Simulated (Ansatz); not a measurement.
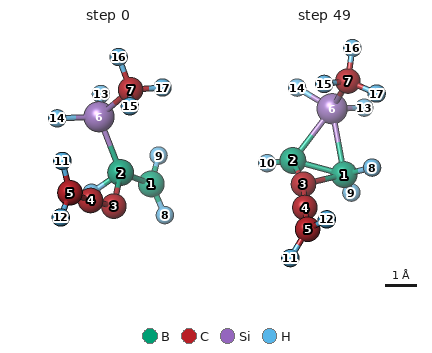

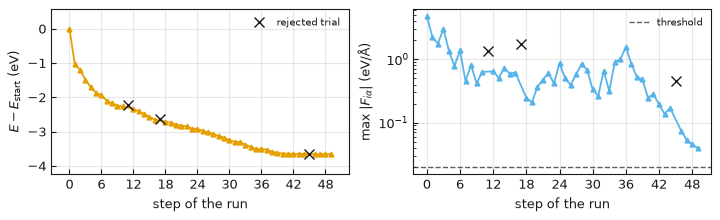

First and last geometry of a relaxation of C$_{4}$H$_{10}$B$_{2}$Si, with the history of the run. The picture is a ball-and-stick view, seen from a free direction.

The run prepares an end point of a later path (hydrogen shift) calculation, from a guessed geometry.

Computed with UKS PBE-D4/STO-3G (Ansatz).

Input file:
```yaml
crystal:
  periodic: [false, false, false]
  atoms:
    - { symbol: B, position_ang: [1.5091, -0.9499, 2.1415] }
    - { symbol: B, position_ang: [0.8689, -0.4217, 0.656] }
    - { symbol: C, position_ang: [0.753, -1.4546, -0.5303] }
    - { symbol: C, position_ang: [0.3312, -1.1283, -1.6697] }
    - { symbol: C, position_ang: [-0.2712, -0.8257, -2.8295] }
    - { symbol: Si, position_ang: [0.1278, 1.3922, 0.4979] }
    - { symbol: C, position_ang: [-1.7056, 1.2831, 0.6124] }
    - { symbol: H, position_ang: [1.9027, -1.9888, 2.2659] }
    - { symbol: H, position_ang: [1.4802, -0.1355, 3.0822] }
    - { symbol: H, position_ang: [1.80028, -0.41594, -0.05209] }
    - { symbol: H, position_ang: [-0.8449, 0.101, -2.8866] }
    - { symbol: H, position_ang: [-0.1321, -1.4627, -3.6488] }
    - { symbol: H, position_ang: [0.5941, 2.252, 1.5678] }
    - { symbol: H, position_ang: [0.4837, 1.962, -0.7821] }
    - { symbol: H, position_ang: [-2.1196, 0.6284, -0.2098] }
    - { symbol: H, position_ang: [-2.1535, 2.3346, 0.5368] }
    - { symbol: H, position_ang: [-2.0118, 0.8703, 1.5842] }
magnetization:
  spin_polarized: true
basis:
  gaussian: { orbitals: STO-3G }
hamiltonian:
  xc: pbe
  dispersion: d4
relax:
  f_tol: 0.02
  max_steps: 50
```

Run as
```bash
ansatz run input.yaml --threads 1 --pin off --max-ram 2048MiB --backend cpu --events-out ev --progress --plain --runs-dir out
```

**What do the curves and the structures tell?**

The relaxation stopped without meeting its thresholds, so the last structure isn't shown to be converged. It used up its limit of 50 steps. H11 moves most after the best rigid fit: 3.19 Å. By element the largest moves are H 3.19 Å, B 1.49 Å, C 1.39 Å, Si 0.89 Å. Some distances before and after: B1–C3 2.822 → 1.792 Å, B1–Si6 3.177 → 2.212 Å, B2–Si6 1.966 → 2.150 Å, B2–C3 1.577 → 1.437 Å. Bond angles that change, for instance: C3–B2–H10 66.8° → 133.8°, B1–B2–Si6 119.9° → 68.5°, B1–B2–C3 118.7° → 68.1°. Over 46 accepted moves (49 points after the start) the energy falls by 3.659 eV. The largest force component goes from 4.8 to 0.039 eV/Å. The line search rejected the trial steps at points 11, 17, 45 of the run. Cost: 2.8 min on 1 thread of Intel(R) Xeon(R) 6975P-C (Granite Rapids) (shared host), peak memory 0.19 GiB.

| step | E − E(0), eV | largest force component, eV/Å | note |
| --- | --- | --- | --- |
| 0 | 0.0000 | 4.8004 |  |
| 1 | -1.0361 | 2.2629 |  |
| 2 | -1.1961 | 1.7721 |  |
| 3 | -1.4914 | 3.0292 |  |
| 4 | -1.7047 | 1.3558 |  |
| 5 | -1.8670 | 0.7835 |  |
| 6 | -1.9370 | 1.3815 |  |
| 7 | -2.0994 | 0.4537 |  |
| 8 | -2.1649 | 0.8113 |  |
| 9 | -2.2431 | 0.4163 |  |
| 10 | -2.2645 | 0.6347 |  |
| 12 | -2.3322 | 0.6450 |  |
| 14 | -2.4821 | 0.7257 |  |
| 16 | -2.6452 | 0.6177 |  |
| 18 | -2.7065 | 0.2479 |  |
| 20 | -2.7923 | 0.3652 |  |
| 22 | -2.8484 | 0.6042 |  |
| 24 | -2.9219 | 0.8673 |  |
| 26 | -3.0238 | 0.3927 |  |
| 28 | -3.1327 | 0.8418 |  |
| 31 | -3.2935 | 0.2630 |  |
| 33 | -3.3822 | 0.3140 |  |
| 35 | -3.5066 | 1.0053 |  |
| 37 | -3.5223 | 0.8547 |  |
| 39 | -3.6185 | 0.4851 |  |
| 41 | -3.6413 | 0.2820 |  |
| 43 | -3.6505 | 0.1368 |  |
| 45 | -3.6407 | 0.4562 | rejected |
| 47 | -3.6579 | 0.0529 |  |
| 49 | -3.6586 | 0.0394 |  |

Limits of the set-up: STO-3G is a minimal basis, so the numbers are rough.
